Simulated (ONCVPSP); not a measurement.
## Run report: Eu, pseudopotential generation

Europium (Eu, Z = 63), core [Kr] 4d10 4f6, reference valence 5s2 5p6 5d1 6s2, valence charge 11. Computed at this level: ONCV potential, PBE, scalar-relativistic, made with ONCVPSP 4.0.1.

Output (extracts):
```
ONCVPSP  (Optimized Norm-Conservinng Vanderbilt PSeudopotential)
scalar-relativistic version 4.0.1

#   n    l    f        energy (Ha)
    1    0    2.00    -1.7778475E+03
    2    0    2.00    -2.9215395E+02
    2    1    6.00    -2.6030477E+02
    3    0    2.00    -6.4513858E+01
    3    1    6.00    -5.4604160E+01
    3    2   10.00    -4.1361245E+01
    4    0    2.00    -1.3015677E+01
    4    1    6.00    -9.7510800E+00
    4    2   10.00    -5.2029093E+00
    4    3    6.00    -3.0734117E-01
    5    0    2.00    -1.7721844E+00
    5    1    6.00    -9.7881682E-01
    5    2    1.00    -9.6990069E-02
    6    0    2.00    -1.4919075E-01

Reference configufation results
  iterations    32
  all-electron total energy (Ha)   -1.08439384D+04

Begin loop to  construct optimized pseudo wave functions
and semi-local pseudopoentials for all angular momenta

Calculating optimized projector #   1

 for l=   0

    Fraction of norm inside rc  0.979577
    Optimizing pswf for qcut=   5.90 a_B^-1,  ecut=  17.39 Ha
    Residual kinetic energy error=  8.58D-08 Ha

    Energy error per electron        Cutoff
         Ha          eV             Ha
         0.01000     0.27211        6.14
         0.00100     0.02721        9.46
         0.00010     0.00272       11.76
         0.00001     0.00027       13.55

Calculating optimized projector #   2

 for l=   0

    Fraction of norm inside rc  0.100463
    Optimizing pswf for qcut=   5.90 a_B^-1,  ecut=  17.39 Ha
    Residual kinetic energy error=  2.95D-08 Ha

    Energy error per electron        Cutoff
         Ha          eV             Ha
         0.01000     0.27211        2.70
         0.00100     0.02721        8.62
         0.00010     0.00272       11.37
         0.00001     0.00027       13.50

   Wellstate for l =  1  n =  6
     eigenvalue =   0.5212
     asymptotic potential =   1.0212
     half-point radius =  3.3571

Calculating optimized projector #   1

 for l=   1

    Fraction of norm inside rc  0.556575
    Optimizing pswf for qcut=   4.21 a_B^-1,  ecut=   8.86 Ha
    Residual kinetic energy error=  5.99D-03 Ha

    Energy error per electron        Cutoff
         Ha          eV             Ha
         0.01000     0.27211        5.56
         0.00100     0.02721       52.04
         0.00010     0.00272       86.39

Calculating optimized projector #   2

 for l=   1

    Fraction of norm inside rc  0.123633
    Optimizing pswf for qcut=   4.21 a_B^-1,  ecut=   8.86 Ha
    Residual kinetic energy error=  3.78D-03 Ha

    Energy error per electron        Cutoff
         Ha          eV             Ha
         0.01000     0.27211        5.28
         0.00100     0.02721       14.42
         0.00010     0.00272       58.55
         0.00001     0.00027      120.18

Calculating optimized projector #   1

 for l=   2

    Fraction of norm inside rc  0.392080
    Optimizing pswf for qcut=   4.41 a_B^-1,  ecut=   9.71 Ha
    Residual kinetic energy error=  6.84D-05 Ha

    Energy error per electron        Cutoff
         Ha          eV             Ha
         0.01000     0.27211        5.60
         0.00100     0.02721        7.66
         0.00010     0.00272        9.47
         0.00001     0.00027       21.09

Construct Vanderbilt / Kleinmman-Bylander projectors

B matrix Hermiticity error, ll=   0
   1   2    1.2967E-04

  Orthonormal projector coefficients  3.8026E+00  8.3759E-01

B matrix Hermiticity error, ll=   1
   1   2    1.8534E-04

  Orthonormal projector coefficients  5.0109E+00  1.9290E+00

Model core correction analysis
  based on d2Exc/dn_idn_j

d2excae - all-electron derivatives

   -2.630480D-02   -2.288685D-02   -8.010360D-03   -1.177752D-03
   -2.294810D-02   -2.281745D-02   -1.030851D-02   -1.053707D-03
   -8.365778D-03   -1.090320D-02   -7.707964D-03   -8.537354D-04
   -1.499799D-03   -1.710966D-03   -1.541895D-03   -3.993395D-04

d2excps - pseudofunction derivatives with no core correction

   -4.198436D-02   -2.943564D-02   -9.212601D-03   -2.531161D-03
   -2.950788D-02   -2.791211D-02   -1.175575D-02   -1.511099D-03
   -9.626672D-03   -1.244857D-02   -8.450777D-03   -9.377569D-04
   -2.907023D-03   -2.276704D-03   -1.739302D-03   -5.201524D-04

rms 2nd derivative error    4.810100E-03

Polynomial model core charge

d2excps - pseudofunction derivatives with core correction

   -2.187922D-02   -2.024383D-02   -7.661984D-03   -9.810173D-04
   -2.030491D-02   -2.232844D-02   -1.050267D-02   -8.993644D-04
   -8.017342D-03   -1.109740D-02   -7.812735D-03   -8.510944D-04
   -1.303019D-03   -1.556690D-03   -1.539379D-03   -3.830004D-04

rms 2nd derivative error    1.463118E-03

Pseudoatom total energy  -36.737339

Diagnostic tests using Vanderbilt-Kleinman-Bylander pseudopotentials
  1 or more projectors used as specified by nproj input data

   l    rcore       rmatch      e in        delta e   norm test  slope test

   0   2.4646809   2.5395139  -1.7721844   0.0000008   1.0001333   1.0001218
   0   2.4646809   2.5395139  -0.1491907   0.0000016   1.0000239   1.0000079

   1   1.6021607   1.6508058  -0.9788168   0.0001655   1.0001175   1.0005067
   1   1.6021607   1.6508058   0.5211832   0.0001711   1.0003690   1.0003690

   2   2.2531546   2.3215652  -0.0969901  -0.0000052   0.9999916   0.9998750

 Testing for bound ghosts
   n   l    E NL Schr. Eq   E Basis Diag.   E Cutoff

   1   0       -1.772184       -1.771756     21.33
   2   0       -0.149189       -0.135859     21.33

   2   1       -0.978651       -0.978020     86.39

   3   2       -0.096995       -0.089785     23.94

 Testing for highly-localized positive-energy ghosts
       l    <radius>/rc     E Basis Diag.   E Cutoff

Test configuration 0

   n   l     f        eae           eps        diff
   1   0  2.0000-1777.84751242
   2   0  2.0000 -292.15395166
   2   1  6.0000 -260.30477157
   3   0  2.0000  -64.51385757
   3   1  6.0000  -54.60415975
   3   2 10.0000  -41.36124464
   4   0  2.0000  -13.01567717
   4   1  6.0000   -9.75108000
   4   2 10.0000   -5.20290934
   4   3  6.0000   -0.30734117
   5   0  2.0000   -1.77218436   -1.77218354    8.25D-07
   5   1  6.0000   -0.97881682   -0.97865129    1.66D-04
   5   2  1.0000   -0.09699007   -0.09699525   -5.18D-06
   6   0  2.0000   -0.14919075   -0.14918914    1.60D-06

    Total energies and differences
      AE_ref= -1.08439384D+04  AE_tst= -1.08439384D+04  dif=  0.00D+00
      PS_ref= -3.67373388D+01  PS_tst= -3.67373388D+01  dif=  0.00D+00
      PSP excitation error=  0.00D+00

Test configuration 1

   n   l     f        eae           eps        diff
   1   0  2.0000-1778.07952474
   2   0  2.0000 -292.38484562
   2   1  6.0000 -260.53573343
   3   0  2.0000  -64.74442391
   3   1  6.0000  -54.83473441
   3   2 10.0000  -41.59181025
   4   0  2.0000  -13.24631383
   4   1  6.0000   -9.98172770
   4   2 10.0000   -5.43352224
   4   3  6.0000   -0.53774882
   5   0  2.0000   -2.00278940   -2.00490385   -2.11D-03
   5   1  6.0000   -1.20909878   -1.21005260   -9.54D-04
   5   2  1.0000   -0.31091618   -0.31125699   -3.41D-04
   6   0  1.0000   -0.33615812   -0.33644804   -2.90D-04

    Total energies and differences
      AE_ref= -1.08439384D+04  AE_tst= -1.08436977D+04  dif=  2.41D-01
      PS_ref= -3.67373388D+01  PS_tst= -3.64964821D+01  dif=  2.41D-01
      PSP excitation error= -1.70D-04

Test configuration 2

   n   l     f        eae           eps        diff
   1   0  2.0000-1778.35256288
   2   0  2.0000 -292.65621799
   2   1  6.0000 -260.80722015
   3   0  2.0000  -65.01492854
   3   1  6.0000  -55.10525643
   3   2 10.0000  -41.86237294
   4   0  2.0000  -13.51693838
   4   1  6.0000  -10.25239879
   4   2 10.0000   -5.70419211
   4   3  6.0000   -0.80785030
   5   0  2.0000   -2.27289740   -2.27926578   -6.37D-03
   5   1  6.0000   -1.47733970   -1.48082088   -3.48D-03
   5   2  1.0000   -0.55729178   -0.55869969   -1.41D-03

    Total energies and differences
      AE_ref= -1.08439384D+04  AE_tst= -1.08432591D+04  dif=  6.79D-01
      PS_ref= -3.67373388D+01  PS_tst= -3.60571020D+01  dif=  6.80D-01
      PSP excitation error= -9.44D-04

Test configuration 3

psatom: WARNING lschvkbb convergence error n,l,iter=   3   2   4
ea(ii),et,emin,emax -1.049266E-01 -1.154192E-01 -1.154192E-01 -1.154192E-01
run_config: WARNING for fully non-local PS atom, stg. 1
 WARNING no output for configuration 4

Test configuration 4

   n   l     f        eae           eps        diff
   1   0  2.0000-1777.96386006
   2   0  2.0000 -292.27327062
   2   1  6.0000 -260.42400334
   3   0  2.0000  -64.63112224
   3   1  6.0000  -54.72144150
   3   2 10.0000  -41.47896907
   4   0  2.0000  -13.13324935
   4   1  6.0000   -9.86892371
   4   2 10.0000   -5.32134062
   4   3  6.0000   -0.42524101
   5   0  2.0000   -1.89045228   -1.89336858   -2.92D-03
   5   1  6.0000   -1.09068643   -1.09370610   -3.02D-03
   6   0  2.0000   -0.19731087   -0.19757827   -2.67D-04
   6   1  1.0000   -0.08059772   -0.08066765   -6.99D-05

    Total energies and differences
      AE_ref= -1.08439384D+04  AE_tst= -1.08438678D+04  dif=  7.06D-02
      PS_ref= -3.67373388D+01  PS_tst= -3.66660864D+01  dif=  7.13D-02
      PSP excitation error= -6.70D-04
```

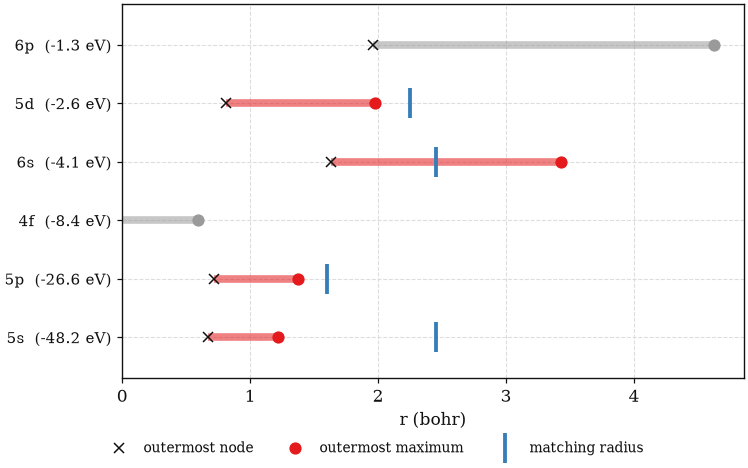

**Figure 1.** Outer shells of the all-electron reference atom: each bar runs from the outermost node (or the nucleus) to the outermost maximum of u(r); the tick is the radius chosen for the pseudo-wave. Shells without a tick have no pseudo-wave of their own. Levels, nodes and maxima are from ld1.x, scalar-relativistic.

- Radii against the shells: 5s: 2.45 bohr, outside the maximum; 5p: 1.60 bohr, outside the maximum; 6s: 2.45 bohr, between node and maximum; 5d: 2.25 bohr, outside the maximum.

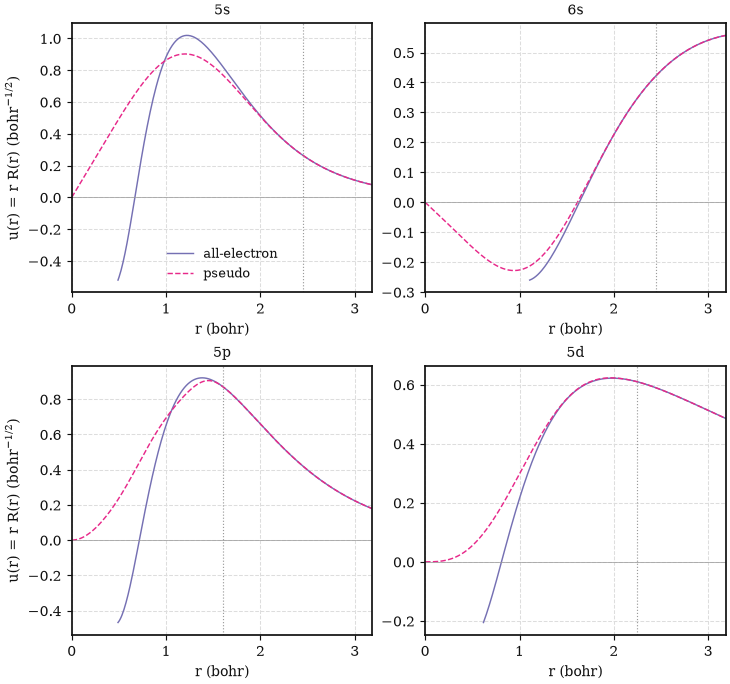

**Figure 2.** Partial waves u(r) = r R(r), all-electron (solid) and pseudo (dashed). Dotted lines mark the matching radii. The innermost oscillations of some all-electron curves aren't drawn. Pseudo-waves: 5s has no node; 6s has a node at about 1.6 bohr; 5p has no node; 5d has no node. A node in 6s is expected, since a lower shell of the same l is also in the valence and the two must stay orthogonal.

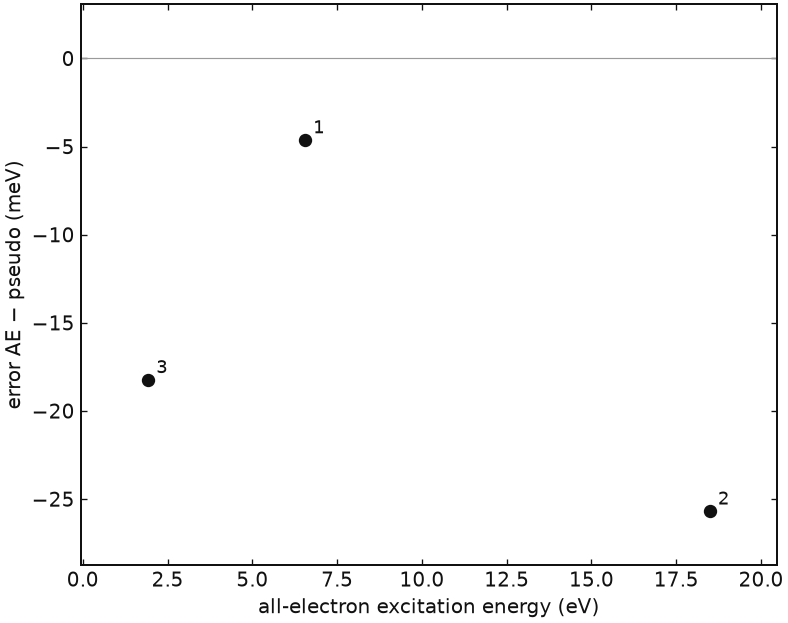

**Figure 3.** Errors, all-electron minus pseudo, of the energies of valence configurations relative to the unpolarised reference 5s2 5p6 5d1 6s2. Points: 1 = 5s2 5p6 5d1 6s1; 2 = 5s2 5p6 5d1 6s0; 3 = 5s2 5p6 5d0 6s2 6p1. Not all tests gave a result: 1 of 4 tests not solved.

- Worst configuration: 5s2 5p6 5d1 6s0 (charge +2): the error is -26 meV on an all-electron energy of +18.48 eV relative to the reference, or 0.14 %.
- Configurations within 10 meV and within 50 meV: 1 and 3 of 3.
- Errors in meV: 5s2 5p6 5d1 6s1: -4.6; 5s2 5p6 5d1 6s0: -26; 5s2 5p6 5d0 6s2 6p1: -18.

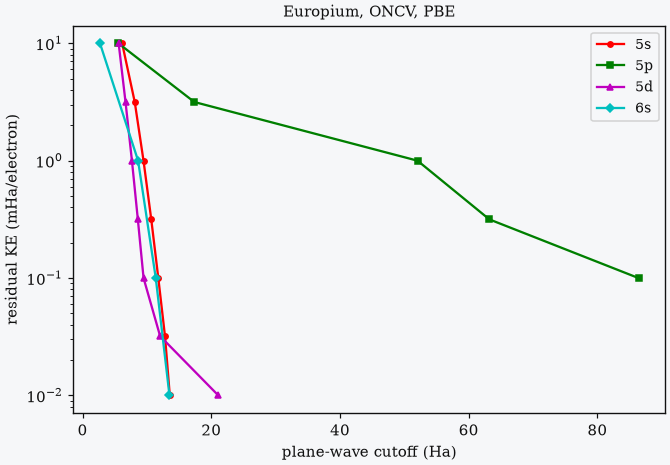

**Figure 4.** Residual kinetic energy of the pseudo-waves (the first of each channel, and further valence shells) beyond the plane-wave cutoff, as the generator prints it.

- Cutoffs for the occupied states: 52 Ha for 1 mHa and 86 Ha for 0.1 mHa per electron. The first is set by 5p.
- Hardest wave at 1 mHa per electron: 5p, with rc = 1.60 bohr and qcut = 4.2 1/bohr. The optimisation minimises, but can't always remove, the kinetic energy above qcut²/2 = 8.8 Ha, and a larger rc would as a rule soften the wave at some cost in transferability.
- Cutoffs for 1 mHa per electron: 5p: 52 Ha; 5s: 9.5 Ha; 6s: 8.6 Ha; 5d: 7.7 Ha.

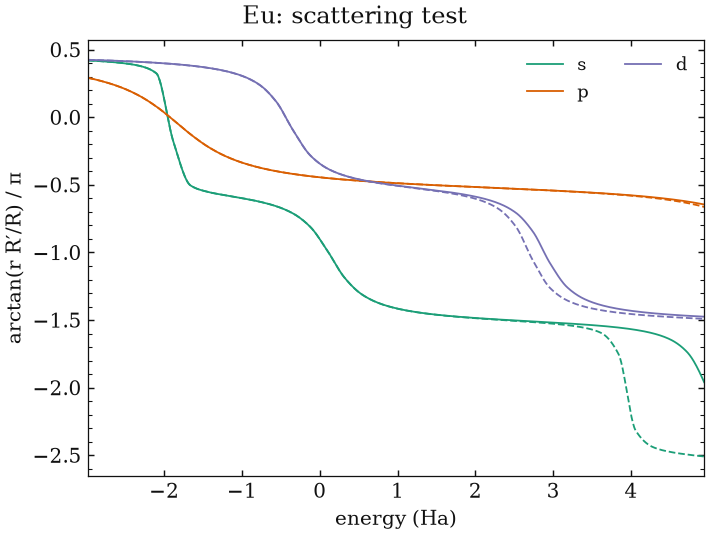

**Figure 5.** Unwrapped phase arctan(r R′/R) in units of π against energy, all-electron (solid) and pseudo (dashed); the pseudo phase is matched to the all-electron one at the reference energy. Here R(r) is the radial function. Not drawn: f: not judged.

- Ghost states: Going away from the reference energies, the phases part by more than π/2 in: s at about 4.0 Ha (above its reference energy, pseudo phase lower). Such a step is either a state that only one of the two atoms has or an ordinary level shifted in energy. The separate test gives: no bound ghost flagged; no localised positive-energy state flagged.
- Range over which the phases agree within 0.05 rad: s: up to about 3.3 Ha; p: up to about 4.9 Ha; d: up to about 2.0 Ha.
- Poles, where the radial function vanishes at the test radius: s: all-electron at -1.7 and 2.4 Ha, pseudo at -1.7, 2.4 and 4.8 Ha; p: all-electron at 1.4 Ha, pseudo at 1.4 Ha; d: all-electron at 0.9 Ha, pseudo at 0.9 Ha.

The input:
```
# ATOM AND REFERENCE CONFIGURATION
# atsym  z   nc   nv     iexc    psfile
  Eu 63.00   10    4        4      upf
#
#   n    l    f
    1    0    2.00
    2    0    2.00
    2    1    6.00
    3    0    2.00
    3    1    6.00
    3    2   10.00
    4    0    2.00
    4    1    6.00
    4    2   10.00
    4    3    6.00
    5    0    2.00
    5    1    6.00
    5    2    1.00
    6    0    2.00
#
# PSEUDOPOTENTIAL AND OPTIMIZATION
# lmax
    2
#
#   l,   rc,      ep,       ncon, nbas, qcut
    0    2.45    0.00    3    6    5.90
    1    1.60    0.00    3    7    4.20
    2    2.25    0.00    3    6    4.40
#
# LOCAL POTENTIAL
# lloc, lpopt,  rc(5),   dvloc0
    4    5    1.40    6.00
#
# VANDERBILT-KLEINMAN-BYLANDER PROJECTORs
# l, nproj, debl
    0    2    2.00
    1    2    1.50
    2    1    0.50
#
# MODEL CORE CHARGE
# icmod, fcfact, rcfact
    1    0.60    0.00
#
# LOG DERIVATIVE ANALYSIS
# epsh1, epsh2, depsh
   -3.00    5.00    0.02
#
# OUTPUT GRID
# rlmax, drl
    6.00    0.01
#
# TEST CONFIGURATIONS
# ncnf
    4
# nvcnf
#   n    l    f
    4
    5    0    2.00
    5    1    6.00
    5    2    1.00
    6    0    1.00
#
    4
    5    0    2.00
    5    1    6.00
    5    2    1.00
    6    0    0.00
#
    4
    5    0    2.00
    5    1    6.00
    5    2    0.00
    6    0    0.00
#
    5
    5    0    2.00
    5    1    6.00
    5    2    0.00
    6    0    2.00
    6    1    1.00
#
```

Launched with:
```bash
oncvpsp.x < Eu.dat > Eu.out
```

Summary:

- outcome: generated
- cutoffs needed: 52 Ha and 86 Ha (the cutoffs at which the residual kinetic energy of the hardest occupied pseudo-wave falls to 1 and 0.1 mHa per electron)
- ghost test: no bound ghost flagged; no localised positive-energy state flagged
- configuration tests: 1 of 4 tests not solved
- rms error of d²Exc/dni dnj: 4.81 mHa without and 1.46 mHa with the model core
- largest excitation error among the tests solved: -26 meV (all-electron minus pseudo) for 5s2 5p6 5d1 6s0
- range over which the phases arctan(r R′/R) at the test radius agree within 0.05 rad (a looser test near the poles than one of phase shifts): s: up to about 3.3 Ha; p: up to about 4.9 Ha; d: up to about 2.0 Ha; f: not judged, local potential alone
- hardware: 1 CPU thread, shared host
- wall time: 5 s

Notes:

Warnings of the program, in the generation or the tests: psatom: WARNING lschvkbb convergence error n,l,iter= 3 2 4. The open f shell is frozen into the core, so the potential fits one valence alone and carries no f magnetism.
